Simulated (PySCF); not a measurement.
```yaml
atoms:
  - { symbol: C, position_ang: [2.3101, 0.2706, -1.2078] }
  - { symbol: C, position_ang: [1.0462, -0.5645, -1.0486] }
  - { symbol: C, position_ang: [-0.0481, 0.1391, -0.2387] }
  - { symbol: C, position_ang: [0.2526, 0.1372, 1.2628] }
  - { symbol: O, position_ang: [-0.7649, 0.7724, 1.9900] }
  - { symbol: O, position_ang: [-1.2661, -0.4852, -0.4938] }
  - { symbol: Si, position_ang: [-2.6547, -0.4744, 0.3497] }
  - { symbol: H, position_ang: [2.7725, 0.4725, -0.2448] }
  - { symbol: H, position_ang: [3.0304, -0.2615, -1.8241] }
  - { symbol: H, position_ang: [2.0836, 1.2202, -1.6881] }
  - { symbol: H, position_ang: [0.6274, -0.7841, -2.0324] }
  - { symbol: H, position_ang: [1.2818, -1.5165, -0.5691] }
  - { symbol: H, position_ang: [-0.1265, 1.1900, -0.5725] }
  - { symbol: H, position_ang: [0.2735, -0.8936, 1.6217] }
  - { symbol: H, position_ang: [1.2249, 0.6075, 1.4545] }
  - { symbol: H, position_ang: [-0.8415, 1.6867, 1.6943] }
  - { symbol: H, position_ang: [-3.1708, 0.8841, 0.5504] }
  - { symbol: H, position_ang: [-2.5900, -1.1875, 1.6216] }
  - { symbol: H, position_ang: [-3.4502, -1.2038, -0.6326] }
```

Geometry: GFN2-xTB.

Theory: CAM-B3LYP/def2-SVPD, SCF density, gas phase in PySCF.

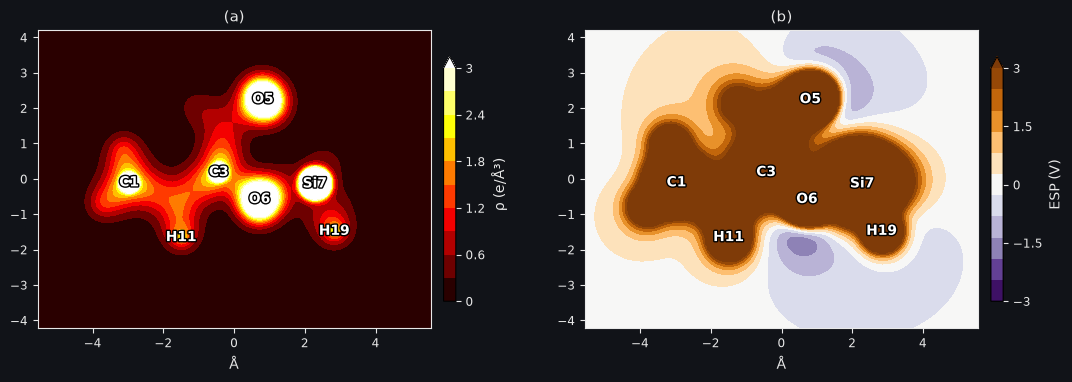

C₄H₁₂O₂Si (SMILES CC[C@H](CO)O[SiH3]). (a) electron density; (b) electrostatic potential on the plane of atoms O6, Si7 and H19.

Q: Describe what can be read from this map.

A:
- Atoms in the plane: C, O, Si and H.
- C–O (1.39 Å): the density is about 2.1 e/Å³ at the midpoint, with its minimum of 1.8 e/Å³ about 0.5 Å from C.
- Si–O (1.62 Å): the density is about 1.1 e/Å³ at the midpoint.
- Si–H (1.46 Å): ρ at the midpoint is about 0.81 e/Å³.
- Outside the dense part of the molecule the potential is most negative (−1.7 V) near O6.
